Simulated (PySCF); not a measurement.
# C5H5O2Si (doublet): what the fields show

```xyz
13

C     2.7907    0.8968    0.5376
C     2.0558    0.0061    0.2054
Si    0.9096   -1.3453   -0.3163
O     0.8780   -2.1514   -1.5945
O     0.0712   -1.8088    1.0728
C    -0.9515   -0.9118    1.0260
C    -0.9102   -0.1028    0.0010
C    -1.5419    0.9643   -0.7541
H     3.4453    1.6654    0.8338
H    -1.6599   -0.9594    1.8439
H    -1.7287    1.8281   -0.1108
H    -0.8838    1.2902   -1.5602
H    -2.4790    0.6291   -1.2023
```

Geometry: GFN2-xTB.

Theory: UKS B3LYP, pcH-1 on C H O Si, non-relativistic, mean-field spin-orbit, GIAO (PySCF).

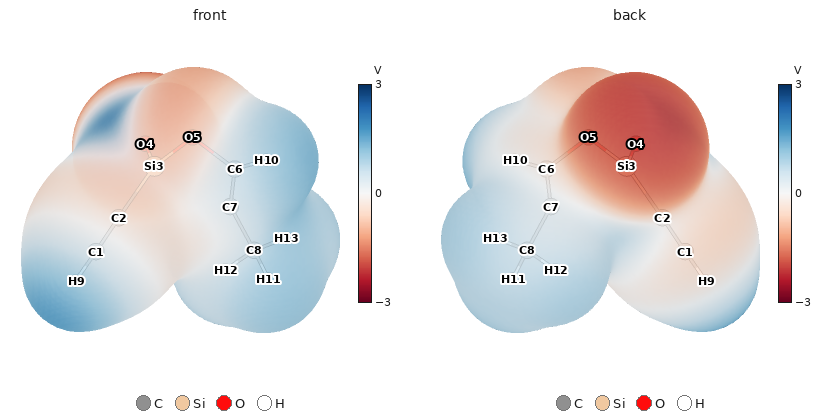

Figure 1. The molecular electrostatic potential painted on the density surface at 0.001 e/bohr³, seen from the front and from behind; the colour scale runs from red (negative) to blue (positive).

### Where is the surface potential most negative and most positive?

The most negative region (about −2.0 V, or −46 kcal/mol for a unit charge) lies over O4, the most positive (about +1.6 V, or +37 kcal/mol for a unit charge) over Si3 and H9. O4 is the likeliest acceptor of a hydrogen bond.

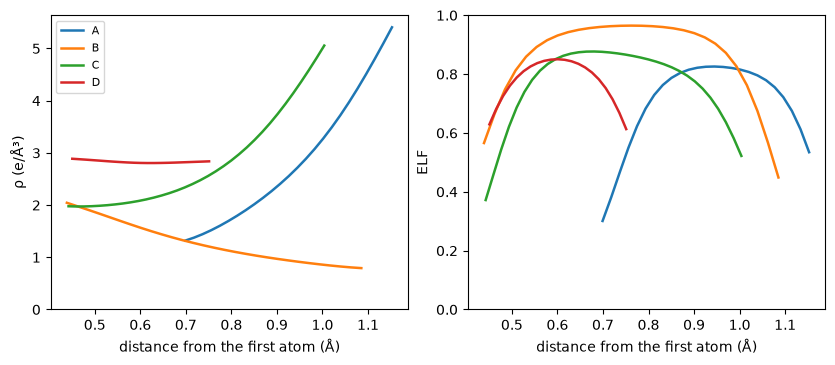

Figure 2. Total electron density and ELF along straight lines between neighbouring atoms. The curves leave out the atomic cores.

### Which curve belongs to which contact (C–C, C–O, C–Si and Si–O)? The first atom named is at distance zero.

Curve A: Si–O (1.51 Å): ρ is about 1.5 e/Å³ halfway; the ELF peaks at about 0.85 between the atoms (a polar covalent bond). Curve B: C–Si (1.85 Å): ρ is about 0.94 e/Å³ halfway; the ELF peaks at about 0.95 between the atoms, as expected for a covalent bond. Curve C: C–O (1.36 Å): the density is about 2.3 e/Å³ at the midpoint, with its minimum of 2 e/Å³ about 0.5 Å from C; the ELF peaks at about 0.90 between the atoms: a polar covalent bond. Curve D: C–C (1.20 Å): the density is about 2.8 e/Å³ at the midpoint; the ELF peaks at about 0.85 between the atoms; a multiple bond.
